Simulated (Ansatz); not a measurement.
**SiHMe2F (C2H7FSi): inputs that go wrong**

Aim: try 2 inputs for SiHMe2F (C2H7FSi) as typed, read how each ends, and find what has to change.

The runs use Ansatz 0.2.0, Gaussian basis; the settings change from run to run.

## (1) The geometry

The structure was relaxed beforehand with PBE-D4/def2-SVP.

11 atoms, charge 0, spin multiplicity 1.

Atoms are counted from 1 here; the program's logs count them from 0.

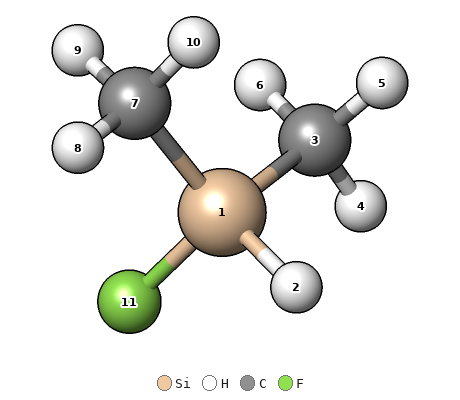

The geometry (silicon light orange, hydrogen white, carbon grey, fluorine green); atoms are numbered from 1 in the order of the file.

## (2) Attempt 1

Contents of in.yaml:

```yaml
crystal:
  periodic: [true, true, true]
  atoms:
    - {symbol: Si, position_ang: [-0.284350, -0.482934, 0.439695]}
    - {symbol: H, position_ang: [-0.319539, -0.549242, 1.944165]}
    - {symbol: C, position_ang: [1.482145, -0.550267, -0.187602]}
    - {symbol: H, position_ang: [1.984158, -1.487242, 0.128593]}
    - {symbol: H, position_ang: [2.071805, 0.302962, 0.208006]}
    - {symbol: H, position_ang: [1.509696, -0.501830, -1.295737]}
    - {symbol: C, position_ang: [-1.199355, 1.031716, -0.182332]}
    - {symbol: H, position_ang: [-2.252483, 1.036715, 0.164846]}
    - {symbol: H, position_ang: [-1.202115, 1.060768, -1.291533]}
    - {symbol: H, position_ang: [-0.714600, 1.960841, 0.183653]}
    - {symbol: F, position_ang: [-1.075382, -1.821499, -0.111731]}
basis:
  gaussian: {orbitals: def2-SVPD}
hamiltonian: {xc: {name: HF}}
correlation: {method: mp2}
```

Started as:

```sh
> ansatz run in.yaml --threads 4 --pin off --events-out ev --progress --plain --max-ram 3916MiB
```

Log:

```text
Error: YAML parse error: error: line 2 column 3: crystal: missing field `lattice` (a structure is typed as `lattice` and `atoms`, a molecule's as `atoms` in Å alone, or read from a run's directory, `checkpoint`)
 --> <input>:2:3
  |
1 | crystal:
2 |   periodic: [true, true, true]
  |   ^ crystal: missing field `lattice` (a structure is typed as `lattice` and `atoms`, a molecule's as `atoms` in Å alone, or read from a run's directory, `checkpoint`)
3 |   atoms:
4 |     - {symbol: Si, position_ang: [-0.284350, -0.482934, 0.439695]}
  |
```

It took 0.05 s on 4 threads of Arm Neoverse V1, shared host.

What is wrong: Refused before any calculation. The molecule is marked periodic without a cell. Fix: set periodic to false, or give a lattice.

## (3) Attempt 2

Contents of in.yaml:

```yaml
crystal:
  periodic: [false, false, false]
  atoms:
    - {symbol: Si, position_ang: [-0.284350, -0.482934, 0.439695]}
    - {symbol: H, position_ang: [-0.319539, -0.549242, 1.944165]}
    - {symbol: C, position_ang: [1.482145, -0.550267, -0.187602]}
    - {symbol: H, position_ang: [1.984158, -1.487242, 0.128593]}
    - {symbol: H, position_ang: [2.071805, 0.302962, 0.208006]}
    - {symbol: H, position_ang: [1.509696, -0.501830, -1.295737]}
    - {symbol: C, position_ang: [-1.199355, 1.031716, -0.182332]}
    - {symbol: H, position_ang: [-2.252483, 1.036715, 0.164846]}
    - {symbol: H, position_ang: [-1.202115, 1.060768, -1.291533]}
    - {symbol: H, position_ang: [-0.714600, 1.960841, 0.183653]}
    - {symbol: F, position_ang: [-1.075382, -1.821499, -0.111731]}
basis:
  gaussian: {orbitals: def2-mTZVPP}
total_charge: 4
hamiltonian: {xc: {name: BHLYP}}
scf: {omitted_lower_state_checks: [starts]}
```

The command is unchanged.

Log:

```text
Functional definition: BHLYP
  name "BHLYP"
  cite "Becke, J. Chem. Phys. 98, 1372 (1993) doi:10.1063/1.464304"
  cite "Becke, Phys. Rev. A 38, 3098 (1988) doi:10.1103/PhysRevA.38.3098"
  cite "Lee, Yang & Parr, Phys. Rev. B 37, 785 (1988) doi:10.1103/PhysRevB.37.785"
  parameter a = 0.5
  exchange = (1 - a)*b88_x + a*exact_x
  correlation = lyp_c
these checks for a lower state are left out or cut short: starts
1315 factors; their error is unknown
mean field evaluation 1: about -12666.8111 eV, gradient 1.3e2 eV
mean field evaluation 2: about -12470.5651 eV, gradient 2.4e2 eV
mean field evaluation 4: about -12694.0838 eV, gradient 3.4e1 eV
mean field evaluation 8: about -12698.4836 eV, gradient 1.2e0 eV
mean field evaluation 16: about -12698.6540 eV, gradient 6.5e-2 eV
mean field -12698.65399591 eV, -466.6669268930 hartree, gradient 7.4e-5 eV, S^2 0.000000; 0 other end points of the search recorded, 0 dependent functions left out
reference -12698.65413900 eV, -466.6669321512 hartree; 19, 19 occupied and 105, 105 virtual orbitals, 1315 factors
Total energy: -12698.65413900 eV, -466.6669321512 hartree
Checks for a lower state left out: starts
```

Wall time 1.7 s (4 threads of Arm Neoverse V1, shared host).

What is wrong: It ended without an error, which proves nothing about the input. The charge is far from anything that the molecule holds. It asks for charge +4; the species has 0. Its energy belongs to another ion. Fix: type the charge that the molecule really has.

## (4) How the tries ended

```csv
attempt,level,ended,cause,time
1,MP2/def2-SVPD,refused,the molecule is marked periodic without a cell,0.05 s
2,BHLYP/def2-mTZVPP,converged,the charge is far from anything that the molecule holds,1.7 s
```

1 refused, 1 converged. A refusal costs next to no computing time. The dangerous case is the input that converges on a wrong geometry, charge, spin, basis or grid: often only a look at the input shows it.
